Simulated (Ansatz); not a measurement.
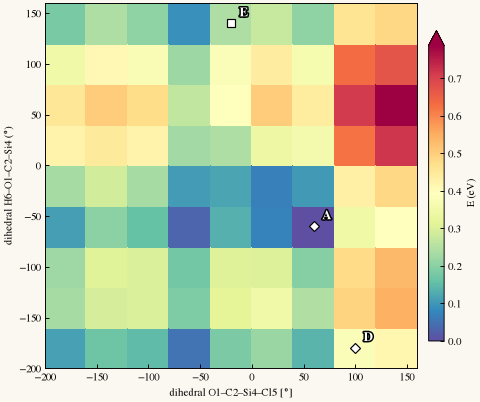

CH4Cl2OSi, SMILES OC(Cl)[SiH2]Cl. First axis: dihedral O1–C2–Si4–Cl5. Second axis: dihedral H6–O1–C2–Si4. Nothing is relaxed (all other coordinates rigid). Grid: 9 × 9 points. All energies are given in eV relative to the lowest grid point. Level of theory: RKS r2SCAN-D4/def2-SVP (Ansatz).

In the figure: one coloured cell a grid point, one colour for all values above the top of the scale, lettered points.

Rank the lettered points by energy, lowest first.

A (0.000 eV), E (0.242 eV), D (0.378 eV).
